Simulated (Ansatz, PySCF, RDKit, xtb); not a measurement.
**CH7OSi+: a search for the lowest isomer, part 1 of 2**

Only the formula CH7OSi+ is given (charge +1). Aim: find the structure of lowest free energy at 600 K, then its properties.

The funnel: GFN2-xTB relaxations, single points with a density functional, relaxations at B3LYP-D3(BJ)/def2-SVP, harmonic vibrations, and a last energy at a higher level. All values are calculated.

4 further runs of the same task are left out: 4 set aside as unsound or not needed.

## 1. Possible bonding patterns

A program enumerates the bonding patterns with one Lewis structure each (two rings at most, one unusual centre or charged pair), with their diastereomers. O–O, O–halogen and N–halogen bonds and N–N–N chains are not drawn. That gives 3 candidates.

```
label         SMILES     spin
 c088   C[OH+][SiH3]  singlet
 c404  [OH2+]C[SiH3]  singlet
 c476  C[SiH2][OH2+]  singlet
```

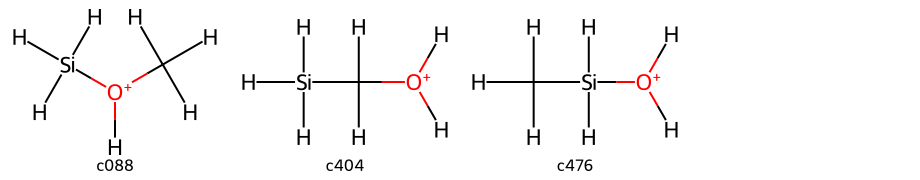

Structural formulas of the candidates.

Candidates are built by distance geometry, with a force field where one applies, in up to four conformers (letters a to d).

## 2. Cheap relaxation of all starts

All 3 starts are relaxed the same way. One of them, c404a (enumerated, embedded by distance geometry and MMFF94), in full:

start.xyz

```xyz
10
c404a
C     -0.499671     0.066623     0.442930
O     -0.080808     1.243098     1.020729
Si    -2.186275    -0.531790     0.825022
H     -0.638212     2.049001     0.769063
H      0.859603     1.472683     0.893159
H     -0.381353     0.200326    -0.660308
H      0.257837    -0.781012     0.676590
H     -3.114696     0.602237     0.483280
H     -2.280451    -0.856045     2.210532
H     -2.552612    -1.725507    -0.040980
```

Launch:

```
xtb start.xyz --gfn 2 --opt --chrg 1
```

Output (excerpt; [...] marks lines left out):

```text
* xtb version 6.7.1
[...]
          :  # basis functions                  25          :
[...]
          :  # electrons                        20          :
[...]
          :  Hamiltonian                  GFN2-xTB          :
[...]
          :  net charge                          1          :
          :  unpaired electrons                  0          :
[...]
   *** convergence criteria satisfied after 11 iterations ***
[...]
   *** GEOMETRY OPTIMIZATION CONVERGED AFTER 12 ITERATIONS ***
[...]
   *** convergence criteria satisfied after 3 iterations ***
[...]
         ::                     SUMMARY                     ::
         :::::::::::::::::::::::::::::::::::::::::::::::::::::
         :: total energy             -11.017200463405 Eh    ::
         :: gradient norm              0.000600389557 Eh/a0 ::
         :: HOMO-LUMO gap              6.149790595727 eV    ::
         ::.................................................::
         :: SCC energy               -11.119773576310 Eh    ::
         :: -> isotropic ES            0.119978814765 Eh    ::
         :: -> anisotropic ES         -0.000331143703 Eh    ::
         :: -> anisotropic XC          0.001935102649 Eh    ::
         :: -> dispersion             -0.003431771898 Eh    ::
         :: repulsion energy           0.102573112904 Eh    ::
         :: add. restraining           0.000000000000 Eh    ::
         :: total charge               1.000000000000 e     ::
         :::::::::::::::::::::::::::::::::::::::::::::::::::::
[...]
        10        2.0000           -0.5925184             -16.1232 (HOMO)
        11                         -0.3665177              -9.9735 (LUMO)
[...]
     #   Z          covCN         q      C6AA      α(0)
     1   6 C        3.549    -0.103    23.572     7.100
     2   8 O        2.446    -0.221    17.634     5.672
     3  14 Si       3.621     0.462    98.748    19.070
     4   1 H        0.803     0.389     0.505     1.116
     5   1 H        0.803     0.394     0.497     1.107
     6   1 H        0.925     0.075     2.030     2.228
     7   1 H        0.925     0.095     1.830     2.115
     8   1 H        0.917    -0.051     4.124     3.176
     9   1 H        0.920    -0.028     3.592     2.964
    10   1 H        0.922    -0.013     3.288     2.836
[...]
     #   Z sym  total        # sym  WBO       # sym  WBO       # sym  WBO
 ---------------------------------------------------------------------------
     1   6 C    3.695 --     6 H    0.988     7 H    0.983     2 O    0.845
                             3 Si   0.787
     2   8 O    2.508 --     1 C    0.845     4 H    0.834     5 H    0.830
     3  14 Si   3.486 --     9 H    0.905    10 H    0.903     8 H    0.900
                             1 C    0.787
     4   1 H    0.848 --     2 O    0.834
     5   1 H    0.845 --     2 O    0.830
     6   1 H    0.994 --     1 C    0.988
     7   1 H    0.991 --     1 C    0.983
     8   1 H    0.997 --     3 Si   0.900
     9   1 H    0.999 --     3 Si   0.905
    10   1 H    1.000 --     3 Si   0.903
 ---------------------------------------------------------------------------
[...]
molecular dipole:
                 x           y           z       tot (Debye)
 q only:       -1.380       1.467       1.352
   full:       -1.113       1.633       1.173       5.841
molecular quadrupole (traceless):
[...]
          | TOTAL ENERGY              -11.017200463405 Eh   |
          | GRADIENT NORM               0.000600389557 Eh/α |
          | HOMO-LUMO GAP               6.149790595727 eV   |
           -------------------------------------------------
[...]
```

Wall time 0.45 s (1 thread of Intel Xeon at 2.50GHz (Skylake/Cascade Lake), shared host).

## 3. What the search left

3 of the 3 relaxations converged. 3 distinct structures remain:

```
label  start   SMILES after     spin  energy (kcal/mol)
c476a  drawn  C[SiH2][OH2+]  singlet                0.0
c088a  drawn   C[OH+][SiH3]  singlet                0.2
c404a  drawn  [OH2+]C[SiH3]  singlet               44.0
```

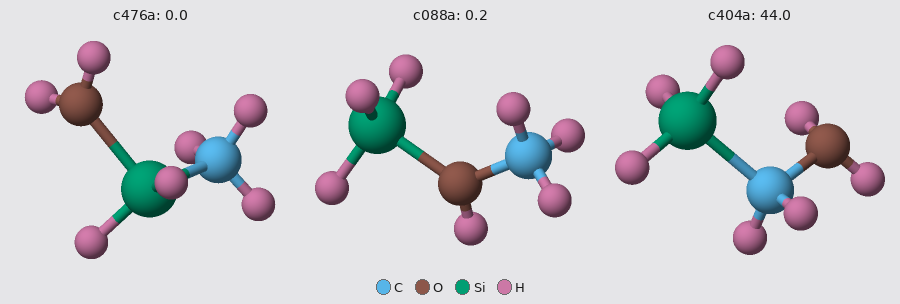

The 3 lowest minima that did not fall apart, with their GFN2-xTB energies in kcal/mol.

## 4. Screening with a density functional

A choice of the minima (the low ones first, few conformers of a pattern, up to a cap) and the lowest that fell apart get a single point at r2SCAN-D4/def2-SVP on the tight-binding geometry, and one at HF/STO-3G for comparison. The lowest singlets are also tried as triplets at the same geometry (label ending in t). The first, c476a:

input.yaml

```yaml
basis:
  gaussian:
    orbitals: def2-SVP
crystal:
  periodic: [false, false, false]
  atoms:
    - symbol: C
      position_ang: [-0.423140, 1.430363, 0.781447]
    - symbol: O
      position_ang: [-2.324842, -0.861794, 0.456082]
    - symbol: Si
      position_ang: [-0.446358, -0.449431, 0.772938]
    - symbol: H
      position_ang: [0.594212, 1.801927, 0.887175]
    - symbol: H
      position_ang: [-0.817875, 1.856147, -0.142017]
    - symbol: H
      position_ang: [-0.996629, 1.848659, 1.609666]
    - symbol: H
      position_ang: [-0.396815, -1.154822, 2.042606]
    - symbol: H
      position_ang: [0.010729, -1.147865, -0.416931]
    - symbol: H
      position_ang: [-2.724656, -0.815725, -0.424257]
    - symbol: H
      position_ang: [-2.998669, -0.778942, 1.146090]
total_charge: 1
magnetization:
  spin_polarized: false
  initial_magnetization: 0
hamiltonian:
  xc: {name: r2SCAN}
  dispersion: d4
scf:
  lower_state_search: off
```

Launch:

```
ansatz run input.yaml --threads 1 --pin off --max-ram 2610MiB --events-out events.jsonl --progress --plain --runs-dir runs
```

Output (excerpt; [...] marks lines left out):

```text
Warning: RAYON_NUM_THREADS=1 ignored (pool sized by the plan → 1); use --threads N
Functional definition: r2SCAN
  name "r2SCAN"
[...]
903 factors; their error is unknown
[...]
mean field -11061.65612263 eV, -406.5083646470 hartree, gradient 1.1e-6 eV, S^2 0.000000; 0 other end points of the search recorded, 0 dependent functions left out
reference -11061.65613191 eV, -406.5083649879 hartree; 17, 17 occupied and 64, 64 virtual orbitals, 903 factors
Total energy: -11061.68445837 eV, -406.5094059662 hartree
Checks for a lower state left out: stability, starts, cluster_reference, orbital_swaps, neighbouring_geometries, increment
```

It took 4.5 s on 1 thread of Intel Xeon at 2.50GHz (Skylake/Cascade Lake), shared host.

Relative energies in kcal/mol, each column from its lowest structure that stays in one piece:

```
 label         SMILES     spin  GFN2-xTB  HF/STO-3G  r2SCAN-D4/def2-SVP
 c476a  C[SiH2][OH2+]  singlet       0.0        0.0                 0.0
 c088a   C[OH+][SiH3]  singlet       0.2        4.8                20.2
 c404a  [OH2+]C[SiH3]  singlet      44.0       39.9                47.6
c476at  C[SiH2][OH2+]  triplet         –          –               152.1
c088at   C[OH+][SiH3]  triplet         –          –               176.5
c404at  [OH2+]C[SiH3]  triplet         –          –               210.4
```

## 5. Relaxing the best candidates

3 candidates are relaxed at B3LYP-D3(BJ)/def2-SVP (chosen among the lowest in one piece). The first, c476a:

input.yaml

```yaml
crystal:
  periodic: [false, false, false]
  atoms:
    - {symbol: C, position_ang: [-0.423140, 1.430363, 0.781447]}
    - {symbol: O, position_ang: [-2.324842, -0.861794, 0.456082]}
    - {symbol: Si, position_ang: [-0.446358, -0.449431, 0.772938]}
    - {symbol: H, position_ang: [0.594212, 1.801927, 0.887175]}
    - {symbol: H, position_ang: [-0.817875, 1.856147, -0.142017]}
    - {symbol: H, position_ang: [-0.996629, 1.848659, 1.609666]}
    - {symbol: H, position_ang: [-0.396815, -1.154822, 2.042606]}
    - {symbol: H, position_ang: [0.010729, -1.147865, -0.416931]}
    - {symbol: H, position_ang: [-2.724656, -0.815725, -0.424257]}
    - {symbol: H, position_ang: [-2.998669, -0.778942, 1.146090]}
basis:
  gaussian: {orbitals: def2-SVP}
total_charge: 1
hamiltonian: {xc: {name: B3LYP}, dispersion: d3bj}
scf: {lower_state_search: off}
relax: {f_tol: 0.003}
```

Launch:

```
ansatz run input.yaml --threads 1 --pin off --max-ram 2610MiB --events-out events.jsonl --progress --plain --runs-dir runs
```

Output (excerpt; [...] marks lines left out):

```text
Warning: RAYON_NUM_THREADS=1 ignored (pool sized by the plan → 1); use --threads N
[...]
Functional definition: B3LYP
  name "B3LYP"
[...]
860 factors; integrals over basis functions are off by at most 4.5e-4 eV
[...]
mean field -11064.90919130 eV, -406.6279127155 hartree, gradient 2.3e-6 eV, S^2 0.000000; 0 other end points of the search recorded, 0 dependent functions left out
[...]
reference -11064.90942336 eV, -406.6279212434 hartree; 17, 17 occupied and 64, 64 virtual orbitals, 860 factors
relax step   1: F+E_penalty+E_count = -11065.18649657 eV  Δ(F+E_penalty+E_count) = +0.000e0 eV  max|allowed force component| = 1.169e0 eV/Å  Δτ_max = 0.0000 Å  (13 SCF iters, accepted)
[...]
relax step   3: F+E_penalty+E_count = -11065.27296548 eV  Δ(F+E_penalty+E_count) = -1.925e-2 eV  max|allowed force component| = 5.252e-2 eV/Å  Δτ_max = 0.0364 Å  (18 SCF iters, accepted)
[...]
Atom 1 at    -2.357616    -0.788024     0.459931 Å, force    -0.000145    -0.000093    -0.000020 eV/Å
Atom 2 at    -0.538381    -0.389531     0.748795 Å, force     0.000256     0.000127     0.000069 eV/Å
Atom 3 at     0.649397     1.715169     0.947818 Å, force    -0.000081    -0.000053     0.000007 eV/Å
Atom 4 at    -0.719069     1.898769    -0.175585 Å, force    -0.000007    -0.000064     0.000032 eV/Å
Atom 5 at    -0.996763     1.887655     1.602070 Å, force    -0.000004    -0.000022    -0.000048 eV/Å
Atom 6 at    -0.378881    -1.102859     2.031210 Å, force    -0.000007    -0.000014    -0.000068 eV/Å
Atom 7 at     0.005038    -1.087964    -0.432622 Å, force     0.000116     0.000022     0.000013 eV/Å
Atom 8 at    -2.761244    -0.933492    -0.416035 Å, force    -0.000129     0.000003    -0.000102 eV/Å
Atom 9 at    -3.016800    -0.919499     1.166758 Å, force    -0.000118     0.000002     0.000120 eV/Å
Dipole moment:    -0.676076    -0.316101    -0.108360 e Å
Checks for a lower state left out: stability, starts, cluster_reference, orbital_swaps, neighbouring_geometries, increment
```

Wall time 61 s (1 thread of Intel Xeon at 2.50GHz (Skylake/Cascade Lake), shared host).

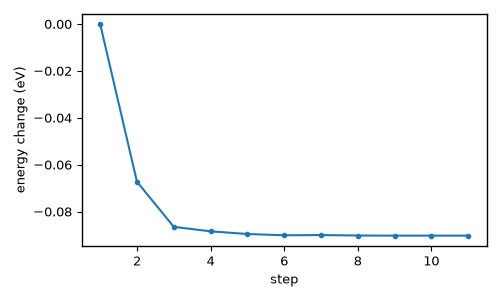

Energy along the run, all evaluated steps.

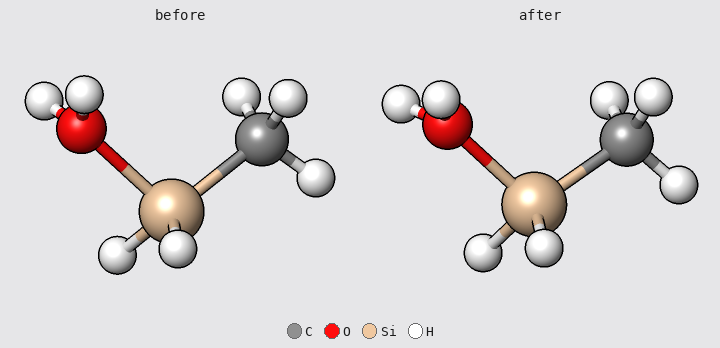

Before and after, at one scale.

After the run. Bond lengths: C1–Si3 1.843 Å, O2–Si3 1.885 Å, C1–H4 1.105 Å, C1–H5 1.101 Å, C1–H6 1.101 Å, Si3–H7 1.476 Å, Si3–H8 1.476 Å, O2–H9 0.975 Å, O2–H10 0.975 Å. Some angles: C1–Si3–O2 106.3°, C1–Si3–H7 117.4°, C1–Si3–H8 117.4°, O2–Si3–H7 97.8°, O2–Si3–H8 97.6°, Si3–C1–H4 108.1°, Si3–C1–H5 111.9°, Si3–C1–H6 111.9°, Si3–O2–H9 124.7°, Si3–O2–H10 124.7°.

## 6. After refinement

| label | spin | r2SCAN-D4/def2-SVP (kcal/mol) | B3LYP-D3(BJ)/def2-SVP, relaxed (kcal/mol) | time |
| --- | --- | --- | --- | --- |
| c476a | singlet | 0.0 | 0.0 | 61 s |
| c088a | singlet | 20.2 | 18.0 | 59 s |
| c404a | singlet | 47.6 | 46.1 | 52 s |

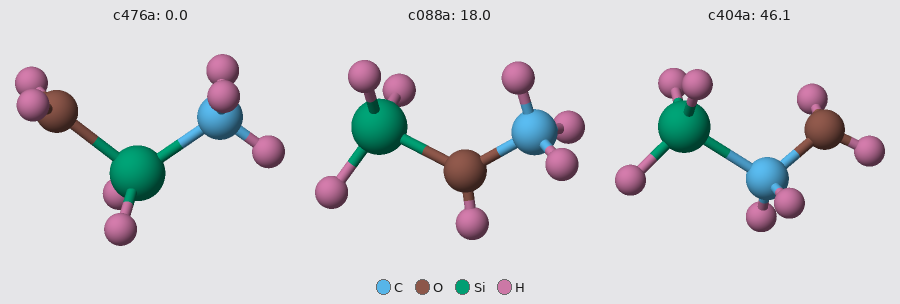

The relaxed structures, with energies at B3LYP-D3(BJ)/def2-SVP in kcal/mol.

## 7. Are they minima? Harmonic frequencies

The lowest few in one piece go on as finalists. Harmonic vibrations at B3LYP-D3(BJ)/def2-SVP test each finalist and give the zero-point energy and the thermal terms. The first, c476a:

input.yaml

```yaml
crystal:
  periodic: [false, false, false]
  atoms:
    - symbol: C
      position_ang: [-0.409725, 1.448293, 0.780460]
    - symbol: O
      position_ang: [-2.357616, -0.788024, 0.459931]
    - symbol: Si
      position_ang: [-0.538381, -0.389531, 0.748795]
    - symbol: H
      position_ang: [0.649397, 1.715169, 0.947818]
    - symbol: H
      position_ang: [-0.719069, 1.898769, -0.175585]
    - symbol: H
      position_ang: [-0.996763, 1.887655, 1.602070]
    - symbol: H
      position_ang: [-0.378881, -1.102859, 2.031210]
    - symbol: H
      position_ang: [0.005038, -1.087964, -0.432622]
    - symbol: H
      position_ang: [-2.761244, -0.933492, -0.416035]
    - symbol: H
      position_ang: [-3.016800, -0.919499, 1.166758]
basis:
  gaussian:
    orbitals: def2-SVP
total_charge: 1
hamiltonian:
  xc: {name: B3LYP}
  dispersion: d3bj
scf:
  lower_state_search: off
phonons: {}
```

Launch:

```
ansatz run input.yaml --threads 1 --pin off --max-ram 2610MiB --events-out events.jsonl --progress --plain --runs-dir runs
```

Output (excerpt; [...] marks lines left out):

```text
Warning: RAYON_NUM_THREADS=1 ignored (pool sized by the plan → 1); use --threads N
[... 2 set-up lines as earlier in the session ...]
[...]
858 factors; integrals over basis functions are off by at most 4.3e-4 eV
[...]
mean field -11065.00007791 eV, -406.6312527368 hartree, gradient 7.6e-6 eV, S^2 0.000000; 0 other end points of the search recorded, 0 dependent functions left out
[...]
reference -11065.00030834 eV, -406.6312612048 hartree; 17, 17 occupied and 64, 64 virtual orbitals, 858 factors
[...]
858 factors; integrals over basis functions are off by at most 4.3e-4 eV
mean field -11064.99994524 eV, -406.6312478611 hartree, gradient 1.2e-6 eV, S^2 0.000000; 0 other end points of the search recorded, 0 dependent functions left out
[...]
reference -11065.00017562 eV, -406.6312563276 hartree; 17, 17 occupied and 64, 64 virtual orbitals, 858 factors
[...]
858 factors; integrals over basis functions are off by at most 4.3e-4 eV
[...]
Atom 3 at     0.649397     1.715169     0.947818 Å, force    -0.000095    -0.000054     0.000006 eV/Å
Atom 4 at    -0.719069     1.898769    -0.175585 Å, force    -0.000004    -0.000064     0.000036 eV/Å
Atom 5 at    -0.996763     1.887655     1.602070 Å, force    -0.000007    -0.000019    -0.000046 eV/Å
Atom 6 at    -0.378881    -1.102859     2.031210 Å, force    -0.000003    -0.000013    -0.000066 eV/Å
Atom 7 at     0.005038    -1.087964    -0.432622 Å, force     0.000109     0.000024     0.000021 eV/Å
Atom 8 at    -2.761244    -0.933492    -0.416035 Å, force    -0.000117     0.000007    -0.000072 eV/Å
Atom 9 at    -3.016800    -0.919499     1.166758 Å, force    -0.000109     0.000004     0.000106 eV/Å
Dipole moment:    -0.676076    -0.316102    -0.108360 e Å
Vibrations: 19.79 153.96 176.94 206.45 473.01 519.59 588.84 686.27 763.79 819.99 889.88 904.98 948.08 1288.84 1413.84 1414.77 1604.12 2305.75 2331.68 3031.26 3118.71 3146.76 3703.42 3787.61 cm⁻¹, zero-point energy 2.126225 eV
Checks for a lower state left out: stability, starts, cluster_reference, orbital_swaps, neighbouring_geometries, increment
```

It took 4.4 min on 1 thread of Intel Xeon at 2.50GHz (Skylake/Cascade Lake), shared host.

## 8. Zero-point energy and free-energy terms

At 600 K and 1 atm, ideal gas, rigid rotor and harmonic oscillator:

```csv
label,SMILES,spin,point group,lowest mode (cm⁻¹),zero-point (kcal/mol),G − E (kcal/mol)
c476a,C[SiH2][OH2+],singlet,Cs,20,49.0,3.1
c088a,C[OH+][SiH3],singlet,C1,77,49.5,5.4
c404a,[OH2+]C[SiH3],singlet,C1,122,49.3,6.4
```

Chiral structures get −RT ln 2 for their mirror image.

## 9. The final energy

Single points at CCSD(T)/def2-TZVP on the refined geometries decide the order.

c476a, CCSD(T)/def2-TZVP:

input.yaml

```yaml
crystal:
  periodic: [false, false, false]
  atoms:
    - {symbol: C, position_ang: [-0.409725, 1.448293, 0.780460]}
    - {symbol: O, position_ang: [-2.357616, -0.788024, 0.459931]}
    - {symbol: Si, position_ang: [-0.538381, -0.389531, 0.748795]}
    - {symbol: H, position_ang: [0.649397, 1.715169, 0.947818]}
    - {symbol: H, position_ang: [-0.719069, 1.898769, -0.175585]}
    - {symbol: H, position_ang: [-0.996763, 1.887655, 1.602070]}
    - {symbol: H, position_ang: [-0.378881, -1.102859, 2.031210]}
    - {symbol: H, position_ang: [0.005038, -1.087964, -0.432622]}
    - {symbol: H, position_ang: [-2.761244, -0.933492, -0.416035]}
    - {symbol: H, position_ang: [-3.016800, -0.919499, 1.166758]}
basis:
  gaussian: {orbitals: def2-TZVP}
total_charge: 1
correlation: {method: ccsd_t, frozen_orbitals: {O: 1, Si: 5, C: 1, H: 0}}
```

Launch:

```
ansatz run input.yaml --threads 1 --pin off --max-ram 2610MiB --events-out events.jsonl --progress --plain --runs-dir runs
```

Output (excerpt; [...] marks lines left out):

```text
Warning: RAYON_NUM_THREADS=1 ignored (pool sized by the plan → 1); use --threads N
Functional definition: HF
  name "HF"
[...]
966 factors; integrals over basis functions are off by at most 1.4e-3 eV
[...]
mean field -11036.39512520 eV, -405.5800401139 hartree, gradient 2.9e-6 eV, S^2 0.000000; 0 other end points of the search recorded, 0 dependent functions left out
7 core orbitals not correlated: weight in the atoms' cores, before any rotation towards them, 1.000 or more for the frozen orbitals, at most 0.000 for the correlated occupied ones
reference -11036.39512520 eV, -405.5800401139 hartree; 10, 10 occupied and 124, 124 virtual orbitals, 966 factors
second order -14.30235931 eV of doubles, -0.00000000 eV of singles
cycle   1  -14.98073798 eV  change   -6.8e-1 eV  update   7.3e-2
[...]
cycle   8  -15.40511073 eV  change   -5.4e-7 eV  update   1.4e-5
perturbative correction -0.47418155 eV, -0.0174258504 hartree
Total energy: -11052.27441748 eV, -406.1635933416 hartree
```

Wall time 38 s (1 thread of Intel Xeon at 2.50GHz (Skylake/Cascade Lake), shared host); peak memory 0.85 GiB.

## 10. c088a at CCSD(T)/def2-TZVP

input.yaml

```yaml
crystal:
  periodic: [false, false, false]
  atoms:
    - {symbol: C, position_ang: [-0.103514, 1.255328, 0.653042]}
    - {symbol: O, position_ang: [-0.541671, -0.158072, 0.624433]}
    - {symbol: Si, position_ang: [-2.274585, -0.740469, 0.740431]}
    - {symbol: H, position_ang: [-0.842881, 1.793103, 1.257715]}
    - {symbol: H, position_ang: [0.879597, 1.284152, 1.136978]}
    - {symbol: H, position_ang: [-0.071898, 1.635933, -0.375544]}
    - {symbol: H, position_ang: [0.141653, -0.763116, 0.281405]}
    - {symbol: H, position_ang: [-2.921333, -0.177397, -0.461263]}
    - {symbol: H, position_ang: [-2.699929, -0.142359, 2.019434]}
    - {symbol: H, position_ang: [-2.049331, -2.198126, 0.729323]}
basis:
  gaussian:
    orbitals: def2-TZVP
total_charge: 1
correlation:
  method: ccsd_t
  frozen_orbitals: {O: 1, Si: 5, C: 1, H: 0}
```

Launch:

```
ansatz run input.yaml --threads 1 --pin off --max-ram 2610MiB --events-out events.jsonl --progress --plain --runs-dir runs
```

Output (excerpt; [...] marks lines left out):

```text
Warning: RAYON_NUM_THREADS=1 ignored (pool sized by the plan → 1); use --threads N
[... 2 set-up lines as earlier in the session ...]
[...]
967 factors; integrals over basis functions are off by at most 1.3e-3 eV
[...]
mean field -11035.70441375 eV, -405.5546569361 hartree, gradient 1.9e-6 eV, S^2 0.000000; 0 other end points of the search recorded, 0 dependent functions left out
7 core orbitals not correlated: weight in the atoms' cores, before any rotation towards them, 1.000 or more for the frozen orbitals, at most 0.000 for the correlated occupied ones
reference -11035.70441375 eV, -405.5546569361 hartree; 10, 10 occupied and 124, 124 virtual orbitals, 967 factors
second order -14.07150940 eV of doubles, -0.00000000 eV of singles
cycle   1  -14.77963608 eV  change   -7.1e-1 eV  update   7.9e-2
[...]
cycle   8  -15.26637732 eV  change   -2.6e-6 eV  update   2.1e-5
perturbative correction -0.46549659 eV, -0.0171066840 hartree
Total energy: -11051.43628766 eV, -406.1327926388 hartree
```

Wall time 36 s (1 thread of Intel Xeon at 2.50GHz (Skylake/Cascade Lake), shared host); peak memory 0.85 GiB.

(Continued in part 2 of 2.)
